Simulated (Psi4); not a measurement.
# Single-point calculation of CH$_{2}$F$_{2}$

The run: single-point calculation of CH$_{2}$F$_{2}$, SMILES FCF. Method and program: B3LYP/6-31+G**, RKS (Psi4 1.11).

The geometry comes from this level: PBE0-D4/def2-TZVP.

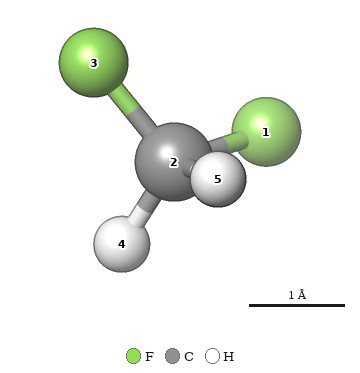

*The structure (ball-and-stick view, seen at a tilt; atoms are numbered from 1 in the order of the input).*

## Input (input.in)
```
memory 1600 MB

molecule {
  F     -2.02824305     0.36131564     1.31959575
  C      0.01908623    -0.03193637    -0.15552446
  F      2.06074634    -0.33863892     1.34775267
  H     -0.26966392    -1.76292550    -1.24627438
  H      0.31237173     1.63310132    -1.34378425
  units bohr
  symmetry c1
}

set reference rks
set puream true
set scf_type pk
set dft_radial_points 99
set dft_spherical_points 590

result, w = energy('b3lyp/6-31+G**', return_wfn=True)
print_variables()
```

Run on 1 thread of Intel Xeon (Granite Rapids), 12 GiB of memory available, shared host.

Command:
```bash
psi4 -n 1 input.in input.out
```

## Log
```
Psi4 1.11 release

   => Loading Basis Set <=

    Name: 6-31+G**
    Role: ORBITAL
    Keyword: BASIS

         ---------------------------------------------------------
                                   SCF
                              RKS Reference
                        1 Threads,   1525 MiB Core
         ---------------------------------------------------------

  ==> Geometry <==

    Molecular point group: c1
    Full point group: C1

    Geometry (in Bohr), charge = 0, multiplicity = 1:

       Center              X                  Y                   Z               Mass
    ------------   -----------------  -----------------  -----------------  -----------------
         F           -2.045346402337     0.362916314823     0.431371189521    18.998403162730
         C            0.001982877663    -0.030335695177    -1.043749020479    12.000000000000
         F            2.043642987663    -0.337038245177     0.459528109521    18.998403162730
         H           -0.286767272337    -1.761324825177    -2.134498940479     1.007825032230
         H            0.295268377663     1.634701994823    -2.232008810479     1.007825032230

  Running in c1 symmetry.

  Rotational constants: A =      1.66146  B =      0.35522  C =      0.31074 [cm^-1]
  Rotational constants: A =  49809.34451  B =  10649.09100  C =   9315.63596 [MHz]
  Nuclear repulsion =   77.468210557766199

  Charge       = 0
  Multiplicity = 1
  Electrons    = 26
  Nalpha       = 13
  Nbeta        = 13

  ==> Algorithm <==

  SCF Algorithm Type is PK.
  DIIS enabled.
  MOM disabled.
  Fractional occupation disabled.
  Guess Type is SAD.
  Energy threshold   = 1.00e-06
  Density threshold  = 1.00e-06
  Integral threshold = 1.00e-12

  ==> Primary Basis <==

  Basis Set: 6-31+G**
    Blend: 6-31+G**
    Number of shells: 30
    Number of basis functions: 64
    Number of Cartesian functions: 67
    Spherical Harmonics?: true
    Max angular momentum: 2

  ==> DFT Potential <==

   => LibXC <=

    Version 7.1.2

   => Composite Functional: B3LYP <=

    B3LYP Hyb-GGA Exchange-Correlation Functional

    Deriv               =              1
    GGA                 =           TRUE
    Meta                =          FALSE

    Exchange Hybrid     =           TRUE
    MP2 Hybrid          =          FALSE

   => Exchange Functionals <=

    0.0800   Slater exchange
    0.7200         Becke 88

   => Exact (HF) Exchange <=

    0.2000               HF

   => Correlation Functionals <=

    0.1900   Vosko, Wilk & Nusair (VWN5_RPA)
    0.8100   Lee, Yang & Parr

   => LibXC Density Thresholds  <==

    XC_HYB_GGA_XC_B3LYP:  1.00E-15

   => Molecular Quadrature <=

    Radial Scheme          =       TREUTLER
    Pruning Scheme         =           NONE
    Nuclear Scheme         =       TREUTLER

    Blocking Scheme        =         OCTREE
    BS radius alpha        =              1
    Pruning alpha          =              1
    Radial Points          =             99
    Spherical Points       =            590
    Total Points           =         283548
    Total Blocks           =           2079
    Max Points             =            256
    Max Functions          =             63
    Weights Tolerance      =       1.00E-15

  ==> Integral Setup <==

  Using in-core PK algorithm.
   Calculation information:
      Number of atoms:                   5
      Number of AO shells:              30
      Number of primitives:             61
      Number of atomic orbitals:        67
      Number of basis functions:        64

      Integral cutoff                 1.00e-12
      Number of threads:                 1

  Performing in-core PK
  Using 4328480 doubles for integral storage.
  We computed 107753 shell quartets total.
  Whereas there are 108345 unique shell quartets.

  ==> DiskJK: Disk-Based J/K Matrices <==

    J tasked:                  Yes
    K tasked:                  Yes
    wK tasked:                  No
    Memory [MiB]:              643
    Schwarz Cutoff:          1E-12

  Cached 100.0% of DFT collocation blocks in 0.489 [GiB].

  Minimum eigenvalue in the overlap matrix is 5.6749242180E-03.
  Reciprocal condition number of the overlap matrix is 9.1964236757E-04.
    Using symmetric orthogonalization.

  ==> Pre-Iterations <==

  SCF Guess: Superposition of Atomic Densities via on-the-fly atomic UHF (no occupation information).

   -------------------------
    Irrep   Nso     Nmo
   -------------------------
     A         64      64
   -------------------------
    Total      64      64
   -------------------------

  ==> Iterations <==

                        Total Energy        Delta E     RMS |[F,P]|

   @RKS iter SAD:  -238.63780273327120   -2.38638e+02   0.00000e+00
   @RKS iter   1:  -238.93421432090028   -2.96412e-01   6.38923e-03 DIIS/ADIIS
   @RKS iter   2:  -238.91174890142881    2.24654e-02   7.98603e-03 DIIS/ADIIS
   @RKS iter   3:  -238.99758990099957   -8.58410e-02   9.80714e-04 DIIS/ADIIS
   @RKS iter   4:  -238.99903917702946   -1.44928e-03   2.38081e-04 DIIS/ADIIS
   @RKS iter   5:  -238.99913188799167   -9.27110e-05   2.07455e-05 DIIS
   @RKS iter   6:  -238.99913261104021   -7.23049e-07   2.32823e-06 DIIS
   @RKS iter   7:  -238.99913261934998   -8.30977e-09   2.74839e-07 DIIS
  Energy and wave function converged.

  ==> Post-Iterations <==

   Electrons on quadrature grid:
      Ntotal   =   26.0000002364 ; deviation = 2.364e-07

    Orbital Energies [Eh]
    ---------------------

    Doubly Occupied:

       1A    -24.725174     2A    -24.725156     3A    -10.356824
       4A     -1.273464     5A     -1.215633     6A     -0.721129
       7A     -0.564471     8A     -0.561758     9A     -0.559662
      10A     -0.439276    11A     -0.429156    12A     -0.418674
      13A     -0.359025

    Virtual:

      14A      0.008420    15A      0.027990    16A      0.035370
      17A      0.039641    18A      0.167309    19A      0.167995
      20A      0.189090    21A      0.194943    22A      0.218711
      23A      0.243829    24A      0.257877    25A      0.280353
      26A      0.305731    27A      0.328459    28A      0.329409
      29A      0.402318    30A      0.585097    31A      0.701644
      32A      0.749242    33A      0.844272    34A      0.919841
      35A      1.215805    36A      1.233190    37A      1.280912
      38A      1.521156    39A      1.535278    40A      1.554707
      41A      1.577399    42A      1.602159    43A      1.615511
      44A      1.729576    45A      1.789073    46A      1.799313
      47A      1.842117    48A      1.971537    49A      1.993156
      50A      1.999524    51A      2.013363    52A      2.025339
      53A      2.050613    54A      2.086218    55A      2.137041
      56A      2.576097    57A      2.598517    58A      2.600564
      59A      2.808246    60A      2.869415    61A      3.059684
      62A      3.108702    63A      3.246949    64A      3.384983

    Final Occupation by Irrep:
              A
    DOCC [    13 ]
    NA   [    13 ]
    NB   [    13 ]

  @RKS Final Energy:  -238.99913261934998

   => Energetics <=

    Nuclear Repulsion Energy =             77.4682105577661986
    One-Electron Energy =                -484.5311348336601895
    Two-Electron Energy =                 189.9524109140799055
    DFT Exchange-Correlation Energy =     -21.8886192575359075
    Empirical Dispersion Energy =           0.0000000000000000
    VV10 Nonlocal Energy =                  0.0000000000000000
    Total Energy =                       -238.9991326193499788

Computation Completed

Properties will be evaluated at   0.000000,   0.000000,   0.000000 [a0]

Properties computed using the SCF density matrix

 Multipole Moments:

 ------------------------------------------------------------------------------------
     Multipole            Electronic (a.u.)      Nuclear  (a.u.)        Total (a.u.)
 ------------------------------------------------------------------------------------

 L = 1.  Multiply by 2.5417464519 to convert [e a0] to [Debye]
 Dipole X            :         -0.0035489            0.0050676            0.0015187
 Dipole Y            :          0.0522686           -0.0757344           -0.0234657
 Dipole Z            :          1.8041654           -2.6109082           -0.8067428
 Magnitude           :                                                    0.8070854

 ------------------------------------------------------------------------------------

	total time  =          5 seconds =       0.08 minutes

  Variable Map:
  ----------------------------------------------------------------------------
  "CURRENT ENERGY"              =>    -238.999132619350
  "CURRENT REFERENCE ENERGY"    =>    -238.999132619350
  "DD SOLVATION ENERGY"         =>       0.000000000000
  "DFT FUNCTIONAL TOTAL ENERGY" =>    -238.999132619350
  "DFT TOTAL ENERGY"            =>    -238.999132619350
  "DFT VV10 ENERGY"             =>       0.000000000000
  "DFT XC ENERGY"               =>     -21.888619257536
  "GRID ELECTRONS ALPHA"        =>      13.000000118177
  "GRID ELECTRONS BETA"         =>      13.000000118177
  "GRID ELECTRONS TOTAL"        =>      26.000000236354
  "NUCLEAR REPULSION ENERGY"    =>      77.468210557766
  "ONE-ELECTRON ENERGY"         =>    -484.531134833660
  "PCM POLARIZATION ENERGY"     =>       0.000000000000
  "PE ENERGY"                   =>       0.000000000000
  "SCF ITERATION ENERGY"        =>    -238.999132619350
  "SCF ITERATIONS"              =>       7.000000000000
  "SCF TOTAL ENERGY"            =>    -238.999132619350
  "TWO-ELECTRON ENERGY"         =>     189.952410914080
  "XC GRID RADIAL POINTS"       =>      99.000000000000
  "XC GRID SPHERICAL POINTS"    =>     590.000000000000
  "XC GRID TOTAL POINTS"        =>  283548.000000000000

  Array Variable Map:
  ----------------------------------------------------------------------------
  "CURRENT DIPOLE"              =>       0.001518690566 ... -0.806742776622 1 by 3
  "SCF DIPOLE"                  =>       0.001518690566 ... -0.806742776622 1 by 3
  "SCF TOTAL ENERGIES"          =>    -238.637802733271 ... -238.999132619350 1 by 8

    Psi4 run time: 0:00:04.71
```

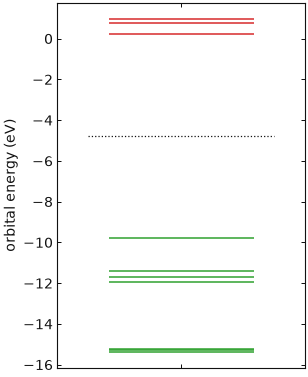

*Orbital energies near the frontier; the dotted line parts filled from empty levels, and levels within 0.02 eV of each other stand side by side.*

Highest filled −9.77 eV, lowest empty 0.23 eV, 10.00 eV apart.

## Summary

| quantity | value |
| --- | --- |
| outcome | converged |
| total energy | −238.999133 hartree |
| basis functions | 64 |
| HOMO | −9.77 eV |
| LUMO | 0.23 eV |
| dipole moment | 2.05 D |
| wall time | 5.7 s |
| peak memory | 0.75 GiB |
